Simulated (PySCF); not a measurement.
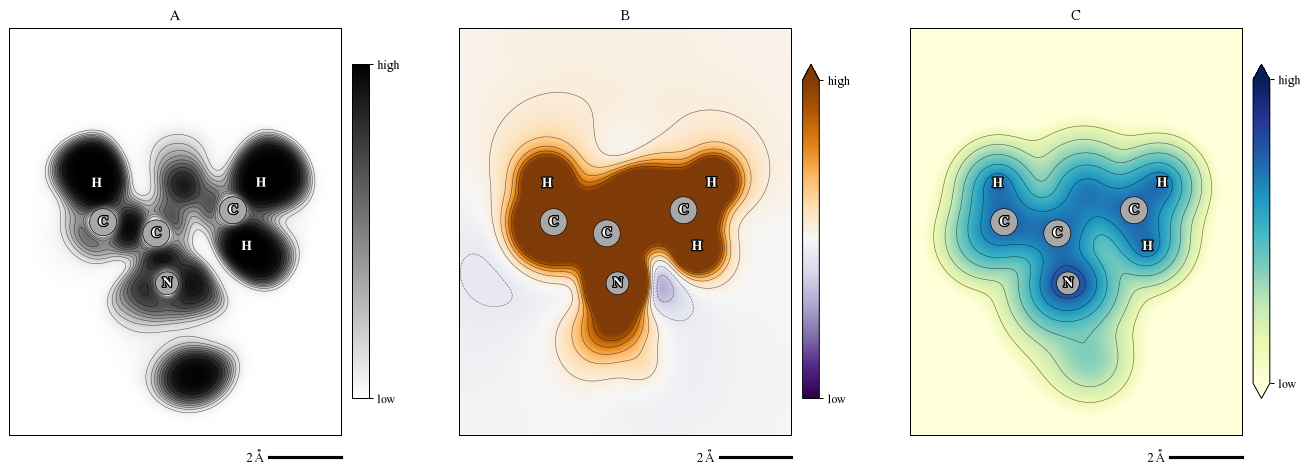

C5H10FNSi: 3 fields on the plane of atoms C2, C3 and N4, with unlabelled colour scales. Grey discs cover the atomic cores.

Geometry: GFN2-xTB.

Method: CAM-B3LYP/def2-SVPD, SCF density, gas phase (PySCF).

```yaml
atoms:
  - { symbol: F, position_ang: [-0.6201, 0.2236, -2.7019] }
  - { symbol: C, position_ang: [-0.7827, -0.6130, -1.6192] }
  - { symbol: C, position_ang: [-0.3775, 0.0976, -0.3380] }
  - { symbol: N, position_ang: [0.9891, 0.5046, -0.3074] }
  - { symbol: Si, position_ang: [2.2895, -0.5371, 0.1236] }
  - { symbol: C, position_ang: [-1.4321, 0.9428, 0.3244] }
  - { symbol: C, position_ang: [-0.8514, 0.8935, 1.7019] }
  - { symbol: C, position_ang: [-1.0482, -0.3668, 0.9175] }
  - { symbol: H, position_ang: [-1.8366, -0.9073, -1.6039] }
  - { symbol: H, position_ang: [-0.1433, -1.4835, -1.7997] }
  - { symbol: H, position_ang: [1.1675, 1.2345, -0.9822] }
  - { symbol: H, position_ang: [3.4186, 0.3694, 0.3178] }
  - { symbol: H, position_ang: [2.6362, -1.5590, -0.8791] }
  - { symbol: H, position_ang: [1.8644, -1.2139, 1.3478] }
  - { symbol: H, position_ang: [-2.3412, 1.3622, -0.0504] }
  - { symbol: H, position_ang: [0.1544, 1.2578, 1.8599] }
  - { symbol: H, position_ang: [-1.5259, 1.0724, 2.5298] }
  - { symbol: H, position_ang: [-1.5695, -1.2715, 1.1474] }
```

### The panels show electron density, electron localisation function and electrostatic potential in some order. Assign them.

Panel A: electron localisation function. Panel B: electrostatic potential (strongly positive close to the atoms, with negative regions outside electron-rich atoms). Panel C: electron density. From the grid: C–N (1.43 Å): ρ at the midpoint is about 2 e/Å³; the ELF peaks at about 0.95 between the atoms (localised, covalent bonding).
